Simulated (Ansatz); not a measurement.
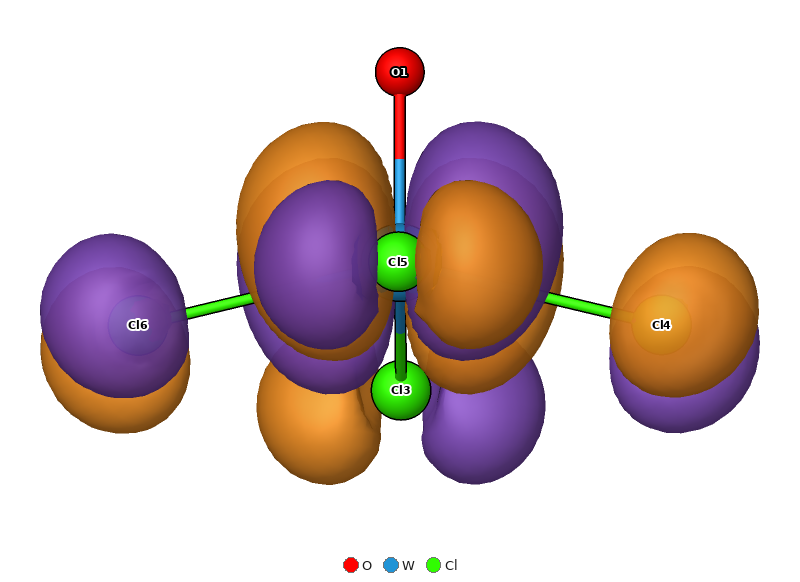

The picture shows: Cl4OW. One frontier orbital at ±0.1 Å⁻³ᐟ² (orange and purple are the two phases), seen from one side.

Geometry: PBE0-D4/def2-TZVP; core potentials replace the inner electrons of W.

The calculation used RKS PBE0-D4/def2-TZVPP in Ansatz.

```xyz
6

O    -1.7316   -0.1412    0.2105
W    -0.0816   -0.0173    0.0034
Cl    0.7879   -1.0193    1.8664
Cl    0.4743   -1.9298   -1.1216
Cl    0.1467    1.0671   -1.9972
Cl    0.4464    1.9764    0.9923
```

Which orbital is it: HOMO or LUMO?

The LUMO, at −4.94 eV. Its weight (Hirshfeld) is mainly on W2 (about 60 %), Cl3 (about 10 %), Cl4 (about 10 %), Cl5 (about 10 %) and Cl6 (about 10 %).
